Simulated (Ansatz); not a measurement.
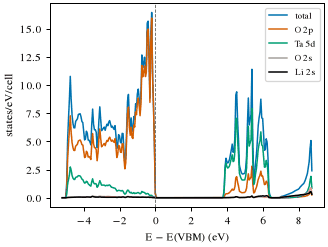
Fig. 1. Total and projected density of states of LiTaO₃ in space group R3c (No. 161; Li on 6a, Ta on 6a, O on 18b), DFT-PBEsol in the program Ansatz with PAW potentials

Question: Which orbitals carry the states next to the gap?

Answer: Top 1 eV of the valence band: O 2p 95 %. Bottom 1 eV of the conduction band: Ta 5d 79 %, O 2p 17 %. Projections are on Löwdin-orthogonalised atomic valence shells; empty p or d shells of many metals are not among them.

The PBEsol relaxation kept the symmetry of its start. The run is not spin-polarised. Spin–orbit coupling is left out wherever it is not named.

Potentials: the later of the program's two PAW sets.
